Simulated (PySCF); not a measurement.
# C$_{4}$H$_{12}$AlN (SMILES C[N](C)[Al]([CH3])[CH3]): what the fields show

```yaml
atoms:
  - { symbol: C, position_ang: [1.7015, -1.2741, 0.2007] }
  - { symbol: N, position_ang: [0.9485, -0.0403, 0.0900] }
  - { symbol: C, position_ang: [1.8125, 1.1228, 0.1373] }
  - { symbol: Al, position_ang: [-0.8489, 0.0371, -0.0822] }
  - { symbol: C, position_ang: [-1.6940, 1.8317, -0.2766] }
  - { symbol: C, position_ang: [-1.8655, -1.6776, -0.0677] }
  - { symbol: H, position_ang: [2.2568, -1.3190, 1.1465] }
  - { symbol: H, position_ang: [1.0108, -2.1164, 0.1591] }
  - { symbol: H, position_ang: [2.4258, -1.3728, -0.6181] }
  - { symbol: H, position_ang: [2.5408, 1.1131, -0.6838] }
  - { symbol: H, position_ang: [1.2029, 2.0222, 0.0512] }
  - { symbol: H, position_ang: [2.3702, 1.1659, 1.0818] }
  - { symbol: H, position_ang: [-1.5487, 2.4627, 0.6056] }
  - { symbol: H, position_ang: [-2.7741, 1.7406, -0.4254] }
  - { symbol: H, position_ang: [-1.3017, 2.3971, -1.1273] }
  - { symbol: H, position_ang: [-2.9430, -1.4923, -0.1098] }
  - { symbol: H, position_ang: [-1.6810, -2.2775, 0.8287] }
  - { symbol: H, position_ang: [-1.6216, -2.3170, -0.9216] }
```

Geometry: GFN2-xTB.

The calculation used B3LYP/def2-SVPD, SCF density, gas phase (PySCF).

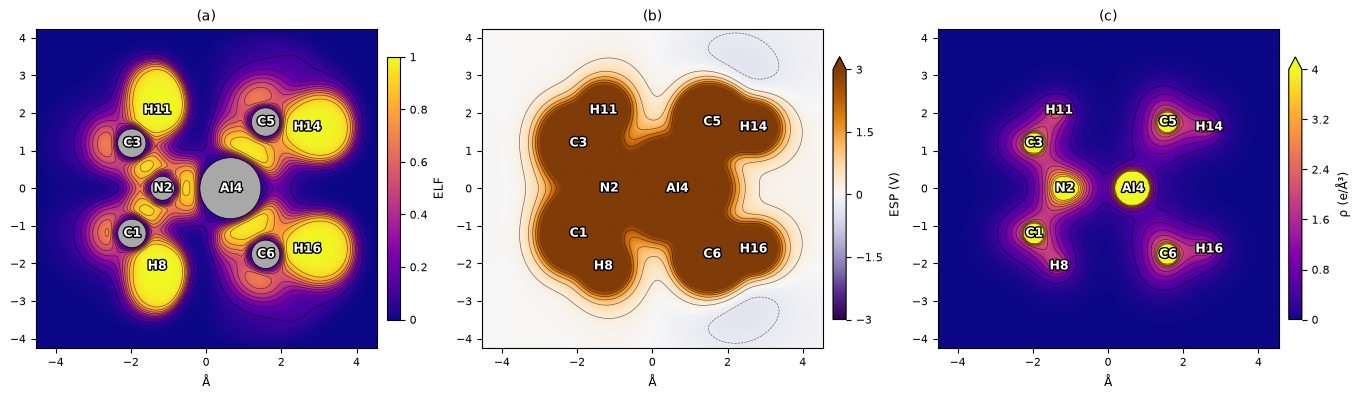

Figure 1. (a) ELF; (b) electrostatic potential; (c) electron density on the plane of atoms C1, N2 and Al4. Grey discs cover the atomic cores in the ELF map.

Q: What do the fields say about this system?

A: The section cuts through C, N, Al and H sites. C–N (1.45 Å): ρ at the midpoint is about 1.9 e/Å³; the ELF peaks at about 0.95 between the atoms; a shared electron pair. Al–N (1.81 Å): the density is about 0.8 e/Å³ at the midpoint; the ELF peaks at about 0.90 in the valence shell of N, 0.6 Å from its nucleus, and is about 0.65 at the midpoint. C–Al (1.99 Å): ρ at the midpoint is about 0.69 e/Å³; the ELF peaks at about 0.95 between the atoms; a polar covalent bond. C–H (1.09 Å): ρ at the midpoint is about 2 e/Å³; the ELF climbs to about 1 towards the hydrogen, as it does in any bond to H (a covalent bond by its length). Outside the dense part of the molecule the potential is most negative (−0.4 V) near C5 and C6.

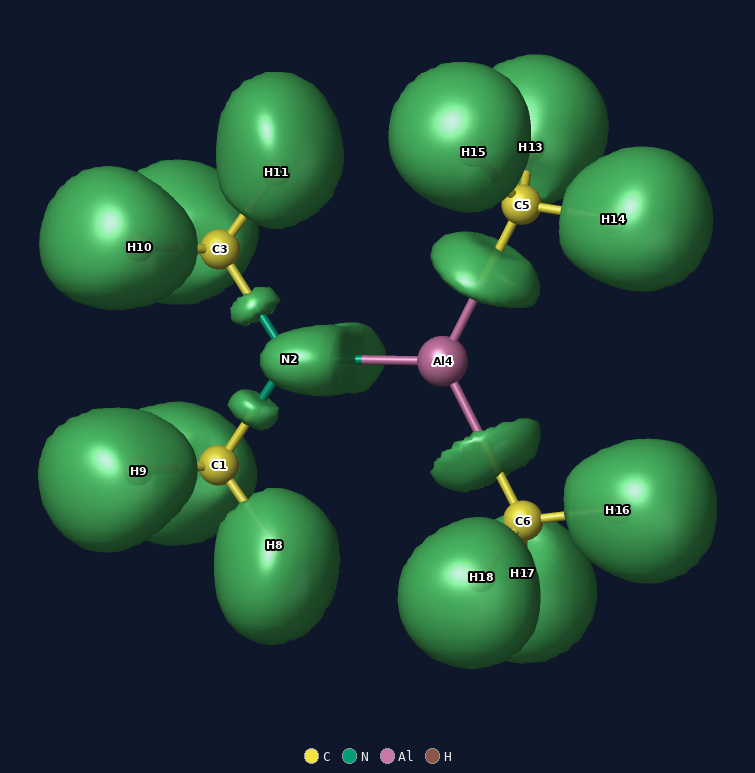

Figure 2. Isosurface of the ELF at 0.85 (green), seen at an oblique angle. Core shells and regions of very low density are left out.

Q: Identify the bonds, lone pairs and shells in this picture.

A: At this value the surface marks out two regions between bonded Al–C atoms (shared pairs), two regions between bonded C–N atoms (shared pairs), twelve regions around hydrogen nuclei and one lobe of the valence shell of N pointing towards Al.

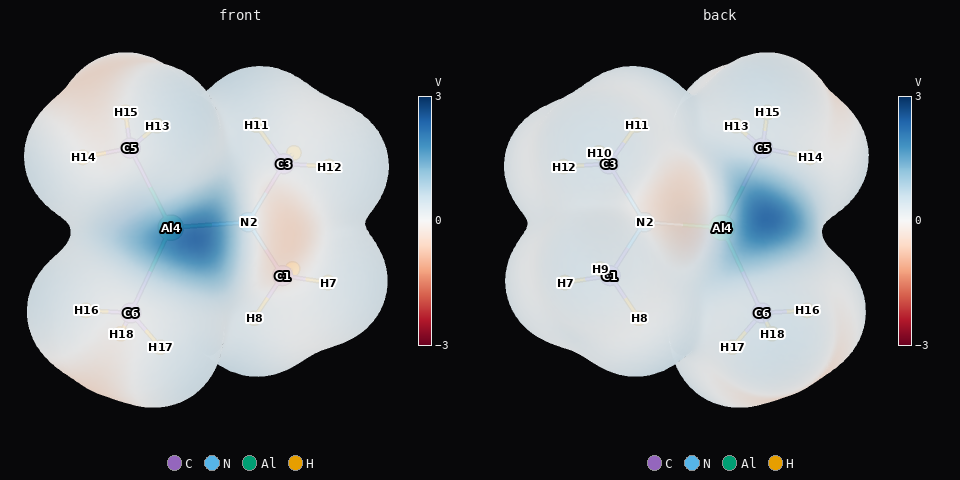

Figure 3. The molecular electrostatic potential painted on the density surface at 0.002 e/bohr³, seen from the front and from behind; red is negative and blue positive.

Q: Which sites attract a positive test charge, and which a negative one?

A: A positive charge is drawn to the negative regions and a negative charge to the positive ones. The most negative region (about −0.5 V) lies over N2, the most positive (about +2.2 V) over Al4.
